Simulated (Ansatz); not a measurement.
# CH₂ClFOSi (SMILES FC1(Cl)O[SiH2]1): what the fields show

Input file:

```
crystal:
  periodic: [false, false, false]
  atoms:
    - {symbol: F, position_ang: [-0.309050, -1.230642, 1.517303]}
    - {symbol: C, position_ang: [0.262293, -0.694716, 0.425102]}
    - {symbol: Cl, position_ang: [1.854126, -1.410664, 0.208677]}
    - {symbol: O, position_ang: [-0.558260, -0.779308, -0.699959]}
    - {symbol: Si, position_ang: [-0.290459, 0.853911, -0.350738]}
    - {symbol: H, position_ang: [-1.459079, 1.599713, 0.155289]}
    - {symbol: H, position_ang: [0.561629, 1.593707, -1.301374]}
basis:
  gaussian: {orbitals: def2-TZVPP}
hamiltonian: {xc: pbe0, dispersion: d4}
output: {orbitals: {seedname: orbitals}}
```

Run with:

```sh
ansatz run in.yaml --threads 2 --pin off --events-out ev --progress --plain --max-ram 4352MiB
```

Geometry: PBE0-D4/def2-TZVP.

Level of theory: Ansatz 0.2.0, RKS PBE0-D4/def2-TZVPP.

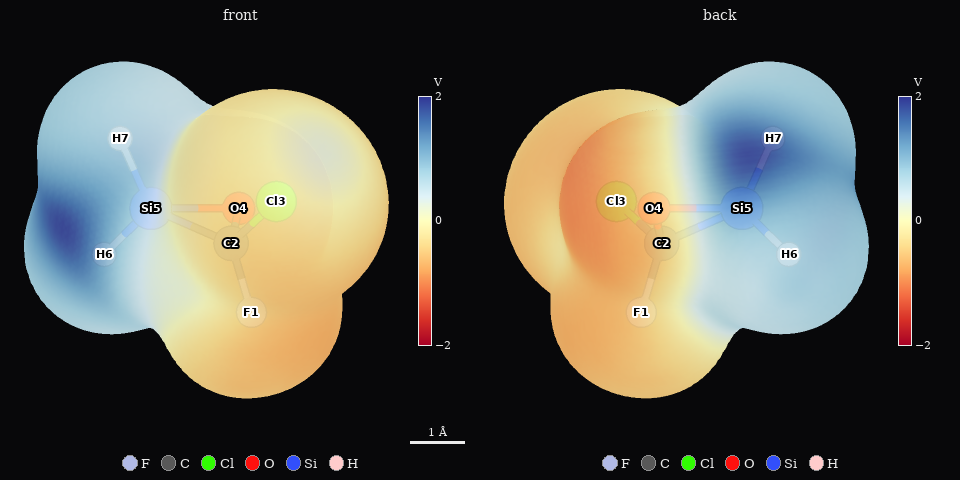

Figure 1. The electrostatic potential painted on the density surface at 0.001 e/bohr³, seen from the front and from behind; the colour scale runs from red (negative) to blue (positive).

**Which sites attract a positive test charge, and which a negative one?**

A positive charge is drawn to the negative regions and a negative charge to the positive ones. The most negative region (about −1.0 V) lies over O4, the most positive (about +1.9 V) over Si5. Cl3 shows a σ-hole: about +0.3 V at the tip opposite its bond, against about −0.4 V on its flanks. O4 is the likeliest acceptor of a hydrogen bond.

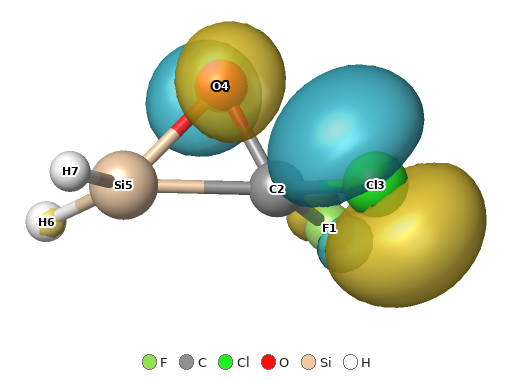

Figure 2. The HOMO−1 at ±0.15 Å⁻³ᐟ² (yellow and cyan are the two phases), seen from one side.

**Where does this orbital lie, and at what energy?**

It lies mainly on Cl3 (about 65 %) and O4 (about 20 %). Its energy is −9.01 eV.

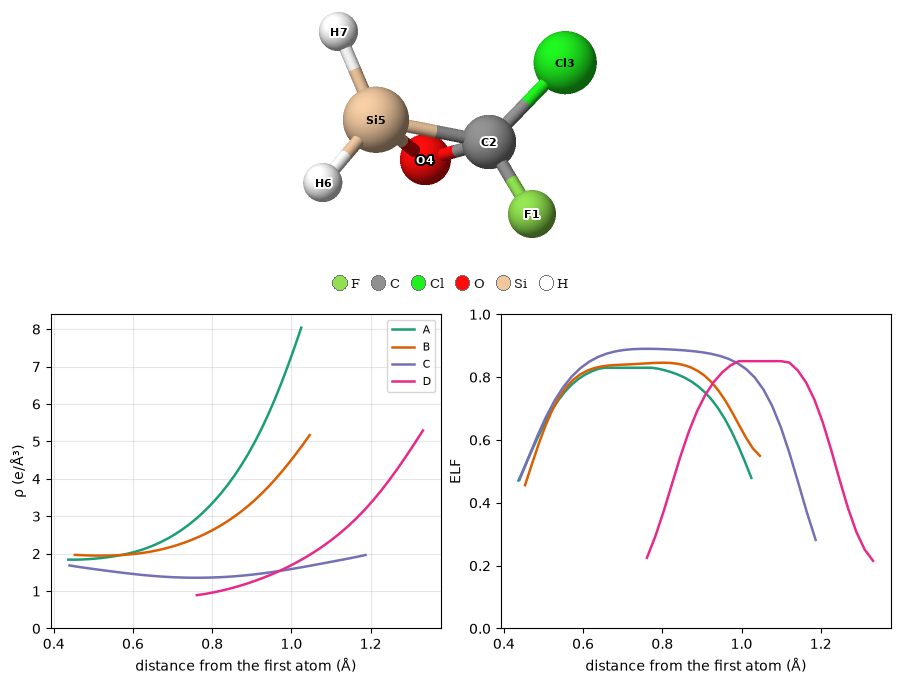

Figure 3. Electron density and electron localisation function along straight lines between neighbouring atoms. The curves leave out the atomic cores. The structure is drawn too.

**Which curve belongs to which contact (C–Cl, C–F, C–O and Si–O)? The first atom named is at distance zero.**

Curve A: C–F (1.34 Å): ρ is about 2.3 e/Å³ halfway, with its minimum of 1.8 e/Å³ about 0.5 Å from C; the ELF peaks at about 0.85 between the atoms: a polar covalent bond. Curve B: C–O (1.40 Å): ρ at the midpoint is about 2.2 e/Å³, with its minimum of 1.9 e/Å³ about 0.5 Å from C; the ELF peaks at about 0.85 between the atoms (a shared but strongly polarised pair). Curve C: C–Cl (1.76 Å): the density is about 1.4 e/Å³ at the midpoint; the ELF peaks at about 0.90 between the atoms (a covalent bond). Curve D: Si–O (1.69 Å): ρ is about 1.1 e/Å³ halfway; the ELF peaks at about 0.85 between the atoms (a shared but strongly polarised pair).
